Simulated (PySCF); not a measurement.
The calculation's input:

```
{"job": {"kind": "nmr", "xc": "PBE0", "basis": "pcSseg-1"}, "charge": 0, "multiplicity": 1}
C     -2.904441    -0.552431     0.171265
O     -1.557843    -0.518638    -0.193110
Si    -0.412090     0.518716     0.287780
C      1.061020    -0.085107    -0.760589
C      2.356923     0.363694    -0.176055
Cl     2.530900     2.070974     0.166509
C      3.341852    -0.408585     0.162723
O      4.221165    -1.121686     0.446515
H     -3.013641    -0.590618     1.256820
H     -3.350818    -1.444304    -0.269144
H     -3.424877     0.333017    -0.199528
H     -0.141575     0.403455     1.723496
H     -0.755115     1.906954    -0.030913
H      0.974109     0.304273    -1.776892
H      1.070019    -1.171724    -0.830790
```

Command:

```sh
OMP_NUM_THREADS=1 python probes_run.py task.json out
```

Geometry: GFN2-xTB.

These are results of PBE0/pcSseg-1, SCF density, gas phase, non-relativistic in PySCF 2.14.0, not measurements.

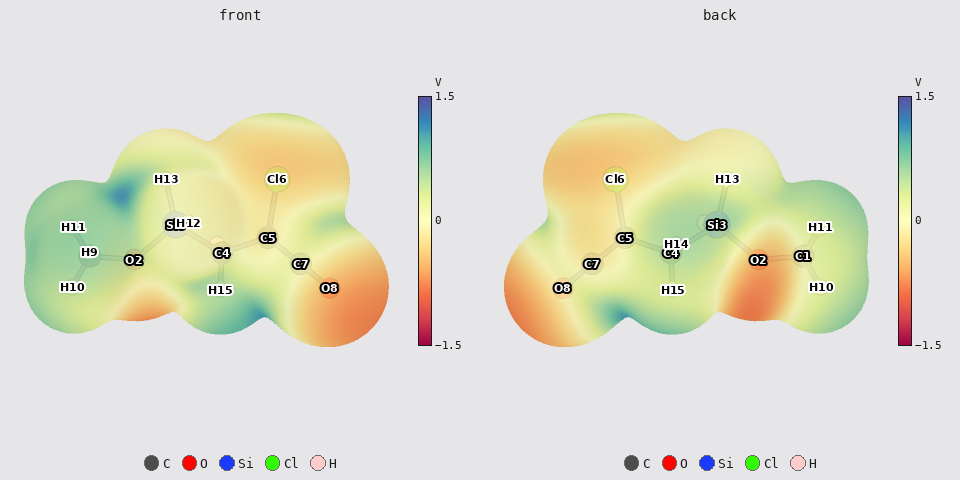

C4H7ClO2Si (SMILES CO[SiH2]CC(Cl)=C=O). The electrostatic potential painted on the density surface at 0.001 e/bohr³, seen from the front and from behind; red is negative and blue positive.

Question: Describe the electrostatic potential map.

Answer: The most negative region (about −0.8 V) lies over O2, the most positive (about +1.1 V) over Si3, C7 and H15. Cl6 shows a σ-hole: about +0.4 V at the tip opposite its bond, against about −0.3 V on its flanks.
